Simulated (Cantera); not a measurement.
Charge: 1 mol FeS₂, 2200 mol H₂, 0.88 mol N₂, held at 34.0 Pa.

Cantera equilibrium calculation (NASA polynomials, part measured and part estimated; ideal gas, pure solids and liquids). Candidate condensed phases: Fe, FeS, FeS₂, S; 16 gas species. Rates play no part.

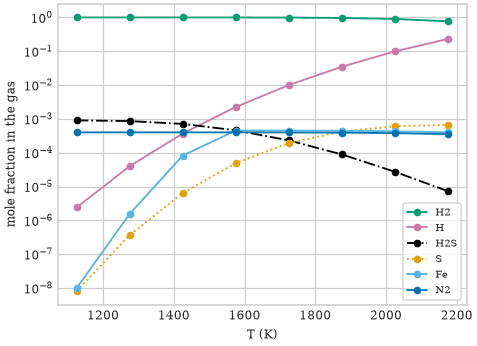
Equilibrium gas composition (values under 1e-9 drawn at 1e-9)

At 1125 K the condensed part is Fe(α). From 1275 K to 1425 K the condensed part is Fe(γ). From 1575 K to 2175 K nothing is condensed.
